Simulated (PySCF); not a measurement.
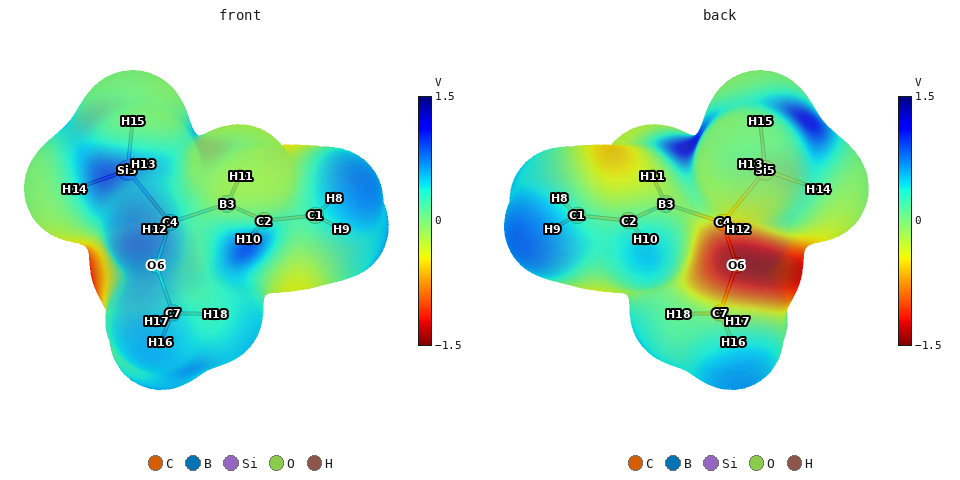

C₄H₁₁BOSi. The molecular electrostatic potential painted on the density surface at 0.002 e/bohr³, seen from the front and from behind; red is negative and blue positive.

Geometry: GFN2-xTB.

Level of theory: PBE0/pcSseg-1, SCF density, gas phase, non-relativistic in PySCF 2.14.0.

```tsv
atom	x (Å)	y (Å)	z (Å)
C	2.8765	-0.8854	-0.2463
C	1.6519	-0.4496	-0.5386
B	0.7363	0.3123	0.4494
C	-0.7723	0.4943	0.1415
Si	-1.0413	2.2135	-0.6919
O	-1.3683	-0.3305	-0.8710
C	-1.5883	-1.6485	-0.4594
H	3.3197	-0.7042	0.7207
H	3.4825	-1.4471	-0.9420
H	1.2652	-0.6826	-1.5268
H	1.1707	0.8016	1.4226
H	-1.4133	0.4761	1.0371
H	-0.3334	2.2266	-1.9700
H	-2.4828	2.3450	-0.9024
H	-0.5522	3.2878	0.1779
H	-2.0426	-2.1726	-1.2997
H	-2.2691	-1.6876	0.4031
H	-0.6481	-2.1427	-0.1807
```

**Describe the electrostatic potential map.**

The most negative region (about −1.4 V, or −32 kcal/mol for a unit charge) lies over O6, the most positive (about +1.1 V, or +25 kcal/mol for a unit charge) over B3 and Si5. O6 is the likeliest acceptor of a hydrogen bond.

**How polar is the molecule by this calculation?**

Its dipole moment is 1.28 D.
